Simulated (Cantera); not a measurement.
Input: 1 mol C3H6, 0.011 mol O2, 23 mol H2, equilibrated at 975 K.

Equilibrium computed with Cantera from the NASA thermochemical tables; the gas is ideal and each condensed phase is pure. Candidate condensed phases: C, C6H6, C7H8, C8H18, H2O; 110 gas species. The ideal-gas law is rough above about 30 bar. Kinetics and transport are ignored.

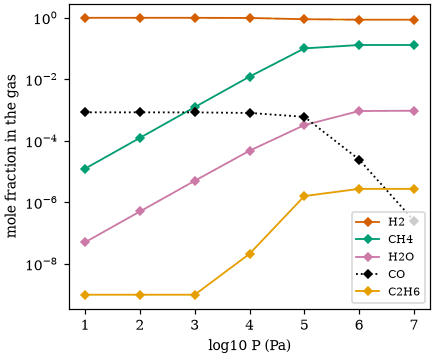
Equilibrium gas composition (values under 1e-9 drawn at 1e-9)

From 0.0750 Torr to 750 Torr the condensed part is C(graphite). From 7500 Torr to 75000 Torr nothing is condensed. The main C-bearing gas is CO at 0.0750 Torr and CH4 at 75000 Torr.
